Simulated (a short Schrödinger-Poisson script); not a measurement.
Stack: symmetric double-gate stack, SiO2 on p-type Si(110), at 77 K.

```csv
layer,material,thickness (nm),Na (cm⁻³)
1,SiO2,3.8,-
2,Si,6,2e17
3,SiO2,3.8,-
```

The device is made up for the run: typed textbook-type constants, with dimensions and the other settings drawn at random. SiO2: permittivity 3.9, conduction-band edge (eV) 3.15, gap (eV) 9, electron mass (mₑ) 0.5. Si: permittivity 11.7, conduction-band edge (eV) 0, gap (eV) 1.124, Nv at 300 K (cm⁻³) 3.1e19.

Channel valleys (confinement mass, in-plane density-of-states mass, number): Δ4 0.315, 0.324, 4; Δ2 0.19, 0.417, 2. At the gates, both at one voltage, the conduction-band edge of layer 1 lies 3.84 eV − eVg above the Fermi level of the channel. Gaps are held at their typed values at every temperature. Mesh 0.03 nm at interfaces.

From a short Schrödinger-Poisson script (our own, NumPy): 1D Poisson equation in equilibrium, electrons quantum, Hartree (BenDaniel-Duke, 12 states a valley, the channel's in-plane mass for all, wave functions free to enter the dielectric), parabolic valleys, classical holes, full ionisation, no traps, pinning or gate leakage.

Only gate voltages with over 1e8 electrons/cm² are shown.

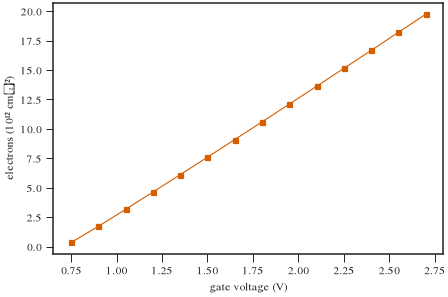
Sheet density against gate voltage

```csv
Vg (V),electrons (cm⁻²),C (μF/cm²),Δ4 E0 (meV),Δ4 E1 (meV),Δ2 E0 (meV),Δ2 E1 (meV)
0.75,3.52e11,1.33,15.6,99.2,29.8,156.9
0.9,1.73e12,1.52,4.0,83.4,17.9,140.5
1.05,3.17e12,1.56,-1.2,74.0,12.4,130.5
1.2,4.63e12,1.57,-4.9,66.2,8.5,122.2
1.35,6.11e12,1.58,-8.0,59.4,5.4,114.9
1.5,7.60e12,1.59,-10.6,53.1,2.6,108.1
1.65,9.09e12,1.60,-13.0,47.3,0.2,101.9
1.8,1.06e13,1.61,-15.3,41.8,-2.0,96.0
1.95,1.21e13,1.61,-17.4,36.6,-4.1,90.5
2.1,1.36e13,1.62,-19.4,31.7,-6.0,85.4
2.25,1.51e13,1.63,-21.4,27.1,-7.9,80.5
2.4,1.67e13,1.63,-23.3,22.7,-9.6,75.8
2.55,1.82e13,1.64,-25.1,18.6,-11.2,71.5
2.7,1.97e13,1.65,-26.9,14.8,-12.8,67.4
```

Subbands count from the Fermi level. The capacitance is that of both gates.
